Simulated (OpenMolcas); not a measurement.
**C2H7Ga (SMILES [CH3][GaH][CH3]): a chain of runs**

Aim: the energy (HF/ANO-RCC-MB), then a single-point energy (CASSCF(2,2)/ANO-RCC-VDZP), then the energy along one coordinate (CASPT2(2,2)/ANO-RCC-VDZP), then the energy along one coordinate (SC-NEVPT2(2,2)/ANO-RCC-VDZP), then an energy scan (MC-PDFT[tPBE](2,2)/ANO-RCC-VDZP) of C2H7Ga. 

Program for the calculation: OpenMolcas 26.06.

**1. The structure to begin with**

The species is C2H7Ga (10 atoms), meant as a singlet with charge 0. SMILES: `[CH3][GaH][CH3]`. Geometry: relaxed at PBE0-D4/def2-TZVP.

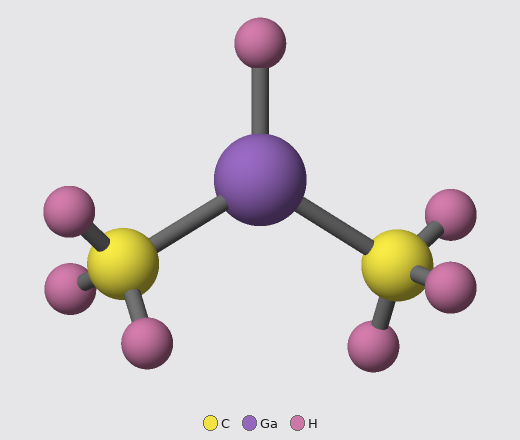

Viewed from a chosen angle; carbon yellow, gallium purple, hydrogen pink.

**2. The energy at HF/ANO-RCC-MB (DKH2) (run 1)**

File coord.xyz:

```xyz
10

C     -1.063400     1.142800    -0.711800
Ga     0.649000     0.266100    -0.281300
C      0.681500    -1.321500     0.886900
H     -1.533700     0.614200    -1.548200
H     -0.935400     2.183800    -1.011500
H     -1.759700     1.095200     0.128600
H      1.997300     0.836500    -0.872600
H      0.687700    -0.994000     1.932300
H      1.569300    -1.935900     0.730500
H     -0.209600    -1.938300     0.750100
```

File step1.inp:

```
* C2H7Ga Hartree-Fock
>>> EXPORT MOLCAS_PRINT=2

&GATEWAY
 Coord = coord.xyz
 Basis = ANO-RCC-MB
 Group = NoSym

&SEWARD

&SCF
 PrOrbitals = 0

&LOCALISATION
 Occupied
 Freeze
 Pipek-Mezey

&LOCALISATION
 FileOrb = $Project.LocOrb
 Virtual
 Pipek-Mezey
```

On the command line:

```
$ export MOLCAS_MEM=1860
$ pymolcas step1.inp > step1.log
```

Standard output:

```text
--- Start Module: gateway ---
[...]
--- Stop Module: gateway /rc=_RC_ALL_IS_WELL_ ---
[...]
      Basis functions           35
[...]
       Convergence after   8 Iterations
[...]
::    Total SCF energy                              -2021.8664622290
[...]
      Total spin, S                                     0.0000000000
[...]
      Total electronic charge=   50.000000
      Total            charge=   -0.000000
[...]
      Dipole Moment (debye):
      Origin of the operator (angstrom)=    0.3997    0.1606   -0.1718
                   X= -3.8934E-01               Y= -1.6486E-01               Z=  1.7098E-01           Total=  4.5607E-01
      Quadrupole Moment (debye*angstrom):
[...]
--- Start Module: localisation ---
[...]
--- Stop Module: localisation /rc=_RC_ALL_IS_WELL_ ---
--- Start Module: localisation ---
[...]
--- Stop Module: localisation /rc=_RC_ALL_IS_WELL_ ---
[...]
```

It took 8.7 s on 1 thread of Intel Xeon Platinum 8259CL at 2.50GHz (Skylake/Cascade Lake), shared host; peak memory 0.42 GiB.

**3. A single-point energy at CASSCF(2,2)/ANO-RCC-VDZP (DKH2, RICD fitting) (run 2)**

coord.xyz is that of step 2.

File step2.input:

```
&GATEWAY
 Coord=coord.xyz
 Basis=ANO-RCC-MB
 Group=NoSym

&SEWARD

&RASSCF
 FileOrb=$CurrDir/step1.LocOrb
 Alter=2
 1 23 25
 1 26 32
 Spin=1
 Nactel=2 0 0
 Inactive=24
 Ras2=2
 OrbListing=Nothing
>>> COPY $Project.RunFile RUNFIL1
>>> COPY $Project.RasOrb INPORB

&GATEWAY
 Coord=coord.xyz
 Basis=ANO-RCC-VDZP
 Group=NoSym
 RICD

&SEWARD
>>> COPY $Project.RunFile RUNFIL2

&EXPBAS

&RASSCF
 FileOrb=$Project.ExpOrb
 Spin=1
 Nactel=2 0 0
 Inactive=24
 Ras2=2
 OrbListing=Nothing
```

On the command line:

```
$ export MOLCAS_MEM=1860
$ pymolcas step2.input > step2.log
```

Standard output:

```text
--- Start Module: gateway ---
[...]
      Basis functions           35
[...]
      Number of active orbitals                  2
[...]
      Spin quantum number                      0.0
[...]
      Active orbitals                            2
[...]
      Number of CSFs                             3
[...]
      Number of root(s) required                 1
[...]
      Convergence after 11 iterations
[...]
      printout of CI-coefficients larger than  0.05 for root  1
      energy=   -2021.880737
      conf/sym  11     Coeff  Weight
             1  20   0.99550 0.99101
             3  02  -0.09480 0.00899
      Natural orbitals and occupation numbers for root  1
      sym 1:   1.982026   0.017974
      ************************************************************************************************************************
      *                                                    Final results                                                     *
[...]
::    RASSCF root number  1 Total energy:  -2021.88073682
[...]
      Basis functions           90
[...]
      Convergence after 13 iterations
[...]
      Natural orbitals and occupation numbers for root  1
      sym 1:   1.982830   0.017170
      ************************************************************************************************************************
      *                                                    Final results                                                     *
[...]
::    RASSCF root number  1 Total energy:  -2022.01655676
[...]
      Total electronic charge=   50.000000
      Total            charge=   -0.000000
[...]
      Dipole Moment (debye):
      Origin of the operator (angstrom)=    0.3997    0.1606   -0.1718
                   X= -4.4985E-01               Y= -1.8396E-01               Z=  2.1587E-01           Total=  5.3179E-01
      Quadrupole Moment (debye*angstrom):
[...]
```

Run time: 22 s. Hardware: 1 thread of Intel Xeon Platinum 8259CL at 2.50GHz (Skylake/Cascade Lake), shared host; peak memory 0.42 GiB.

**4. An energy scan at CASPT2(2,2)/ANO-RCC-VDZP (DKH2, RICD fitting, ipea shift 0.25 Eh, pt2 variant SS) (run 3)**

File step3.input:

```
>>> COPY $CurrDir/step2.RasOrb $Project.RasOrb
>>> ForEach K in (1, 2, 3, 4, 5, 6, 7, 8, 9)

&GATEWAY
  Coord
  $CurrDir/point$K.xyz
  Basis
  ANO-RCC-VDZP
  Group
  NoSym
  RICD

&SEWARD

&RASSCF
  FileOrb
  $Project.RasOrb
  Spin
  1
  Nactel
  2 0 0
  Inactive
  24
  Ras2
  2
  OrbListing
  Nothing

&CASPT2
  Imaginary
  0.2
  Frozen
  11
>>> EndDo
```

On the command line:

```
$ export MOLCAS_MEM=1860
$ pymolcas step3.input > step3.log
```

Standard output:

```text
[...]
      Basis functions           90
[...]
      Number of active orbitals                  2
[...]
      Spin quantum number                      0.0
[...]
      Active orbitals                            2
[...]
      Number of CSFs                             3
[...]
      Number of root(s) required                 1
[...]
      Convergence after 11 iterations
[...]
      printout of CI-coefficients larger than  0.05 for root  1
      energy=   -2022.005446
      conf/sym  11     Coeff  Weight
             1  20   0.99701 0.99402
             3  02  -0.07731 0.00598
      Natural orbitals and occupation numbers for root  1
      sym 1:   1.988046   0.011954
      ************************************************************************************************************************
      *                                                    Final results                                                     *
[...]
::    RASSCF root number  1 Total energy:  -2022.00544633
[...]
::    CASPT2 Root  1     Total energy:  -2022.58225740
[...]
      Convergence after 10 iterations
[...]
      Natural orbitals and occupation numbers for root  1
      sym 1:   1.982803   0.017197
      ************************************************************************************************************************
      *                                                    Final results                                                     *
[...]
      Convergence after 12 iterations
[...]
      Convergence after 12 iterations
[...]
      Convergence after 12 iterations
[...]
::    RASSCF root number  1 Total energy:  -2021.87035568
[...]
::    CASPT2 Root  1     Total energy:  -2022.43309799
[...]
      Convergence after 11 iterations
[...]
::    RASSCF root number  1 Total energy:  -2021.86023549
[...]
      Reference weight:           0.85937
[...]
::    CASPT2 Root  1     Total energy:  -2022.42099759
[...]
```

Wall time 2.2 min (1 thread of Intel Xeon Platinum 8259CL at 2.50GHz (Skylake/Cascade Lake), shared host); peak memory 0.24 GiB.

The scan, from its lowest point:

```tsv
H4–C1 (Å)	energy (kJ/mol)
0.986	27.1
1.096	0.0
1.205	13.0
1.369	67.4
1.589	159.4
1.862	263.5
2.191	353.7
2.629	418.7
3.287	450.5
```

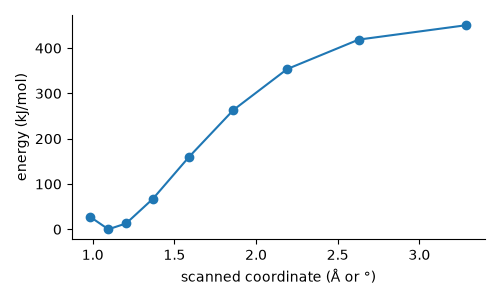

Energy along the scan.

**5. The energy along one coordinate at SC-NEVPT2(2,2)/ANO-RCC-VDZP (DKH2, RICD fitting, pt2 variant SC-NEVPT2) (run 4)**

File step4.inp:

```
* C2H7Ga NEVPT2
>>> COPY $CurrDir/step2.RasOrb $Project.RasOrb
>>> ForEach K in (1, 2, 3, 4, 5, 6, 7, 8, 9)
&gateway
coord
$CurrDir/point$K.xyz
basis
ANO-RCC-VDZP
group
NoSym
ricd
&seward
&rasscf
fileorb
$Project.RasOrb
spin
1
nactel
2 0 0
inactive
24
ras2
2
orblisting
Nothing
&caspt2
sc-nevpt2
frozen
11
>>> EndDo
```

On the command line:

```
$ export MOLCAS_MEM=1860
$ pymolcas step4.inp > step4.log
```

Standard output:

```text
--- Start Module: gateway ---
[...]
      Basis functions           90
[...]
      Number of active orbitals                  2
[...]
      Spin quantum number                      0.0
[...]
      Active orbitals                            2
[...]
      Number of CSFs                             3
[...]
      Number of root(s) required                 1
[...]
      Convergence after 11 iterations
[...]
      printout of CI-coefficients larger than  0.05 for root  1
      energy=   -2022.005446
      conf/sym  11     Coeff  Weight
             1  20   0.99701 0.99402
             3  02  -0.07731 0.00598
      Natural orbitals and occupation numbers for root  1
      sym 1:   1.988046   0.011954
      ************************************************************************************************************************
      *                                                    Final results                                                     *
[...]
::    RASSCF root number  1 Total energy:  -2022.00544633
[...]
::    SC-NEVPT2 Root  1     Total energy:  -2022.57925980
[...]
      Convergence after 10 iterations
[...]
      Natural orbitals and occupation numbers for root  1
      sym 1:   1.982803   0.017197
      ************************************************************************************************************************
      *                                                    Final results                                                     *
[...]
      Convergence after 12 iterations
[...]
      Convergence after 12 iterations
[...]
      Convergence after 12 iterations
[...]
::    RASSCF root number  1 Total energy:  -2021.87035568
[...]
::    SC-NEVPT2 Root  1     Total energy:  -2022.43081712
[...]
      Convergence after 11 iterations
[...]
::    RASSCF root number  1 Total energy:  -2021.86023549
[...]
::    SC-NEVPT2 Root  1     Total energy:  -2022.41892543
[...]
```

Run time: 2.1 min. Hardware: 1 thread of Intel Xeon Platinum 8259CL at 2.50GHz (Skylake/Cascade Lake), shared host; peak memory 0.24 GiB.

The scan, from its lowest point:

```tsv
H4–C1 (Å)	energy (kJ/mol)
0.986	28.3
1.096	0.0
1.205	11.9
1.369	65.0
1.589	156.4
1.862	261.0
2.191	352.4
2.629	418.1
3.287	449.3
```

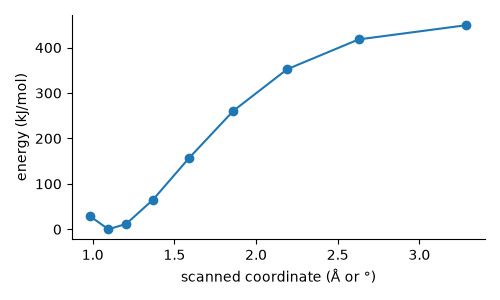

Energy along the scan.

**6. An energy scan at MC-PDFT[tPBE](2,2)/ANO-RCC-VDZP (DKH2, RICD fitting) (run 5)**

File step5.input:

```
>>> COPY $CurrDir/step2.RasOrb $Project.RasOrb
>>> ForEach K in (1, 2, 3, 4, 5, 6, 7, 8, 9)

&gateway
 coord=$CurrDir/point$K.xyz
 basis=ANO-RCC-VDZP
 group=NoSym
 ricd

&seward

&rasscf
 fileorb=$Project.RasOrb
 spin=1
 nactel=2 0 0
 inactive=24
 ras2=2
 orblisting=Nothing

&mcpdft
 ksdft=T:PBE
>>> EndDo
```

On the command line:

```
$ export MOLCAS_MEM=1860
$ pymolcas step5.input > step5.log
```

Standard output:

```text
--- Start Module: gateway ---
[...]
      Basis functions           90
[...]
      Number of active orbitals                  2
[...]
      Spin quantum number                      0.0
[...]
      Active orbitals                            2
[...]
      Number of CSFs                             3
[...]
      Number of root(s) required                 1
[...]
      Convergence after 11 iterations
[...]
      printout of CI-coefficients larger than  0.05 for root  1
      energy=   -2022.005446
      conf/sym  11     Coeff  Weight
             1  20   0.99701 0.99402
             3  02  -0.07731 0.00598
      Natural orbitals and occupation numbers for root  1
      sym 1:   1.988046   0.011954
      ************************************************************************************************************************
      *                                                    Final results                                                     *
[...]
::    RASSCF root number  1 Total energy:  -2022.00544633
[...]
::    MCPDFT root number  1 Total energy:  -2023.85565793
[...]
      Convergence after 10 iterations
[...]
      Natural orbitals and occupation numbers for root  1
      sym 1:   1.982803   0.017197
      ************************************************************************************************************************
      *                                                    Final results                                                     *
[...]
      Convergence after 12 iterations
[...]
      Convergence after 12 iterations
[...]
      Convergence after 12 iterations
[...]
::    RASSCF root number  1 Total energy:  -2021.87035568
[...]
::    MCPDFT root number  1 Total energy:  -2023.69746132
[...]
      Convergence after 11 iterations
[...]
::    RASSCF root number  1 Total energy:  -2021.86023549
[...]
::    MCPDFT root number  1 Total energy:  -2023.68440466
[...]
```

It took 2.3 min on 1 thread of Intel Xeon Platinum 8259CL at 2.50GHz (Skylake/Cascade Lake), shared host; peak memory 0.24 GiB.

The scan, from its lowest point:

```tsv
H4–C1 (Å)	energy (kJ/mol)
0.986	26.8
1.096	0.0
1.205	13.0
1.369	67.4
1.589	160.8
1.862	269.4
2.191	368.0
2.629	442.1
3.287	476.4
```

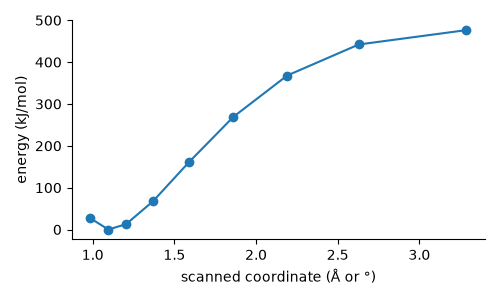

Energy along the scan.

**7. Summary of results**

```
                                                         quantity           value
                               run 1, HF/ANO-RCC-MB: total energy  -2021.86646 Eh
                              run 1, HF/ANO-RCC-MB: dipole moment          0.46 D
                                run 1, HF/ANO-RCC-MB: HOMO energy       -11.48 eV
                                run 1, HF/ANO-RCC-MB: LUMO energy         1.72 eV
                              run 1, HF/ANO-RCC-MB: HOMO–LUMO gap        13.20 eV
                    run 2, CASSCF(2,2)/ANO-RCC-VDZP: total energy  -2022.01656 Eh
  run 2, CASSCF(2,2)/ANO-RCC-VDZP: dipole moment (CASSCF density)          0.53 D
       run 3, CASPT2(2,2)/ANO-RCC-VDZP: lowest energy of the scan  -2022.59258 Eh
    run 4, SC-NEVPT2(2,2)/ANO-RCC-VDZP: lowest energy of the scan  -2022.59005 Eh
run 5, MC-PDFT[tPBE](2,2)/ANO-RCC-VDZP: lowest energy of the scan  -2023.86586 Eh
```
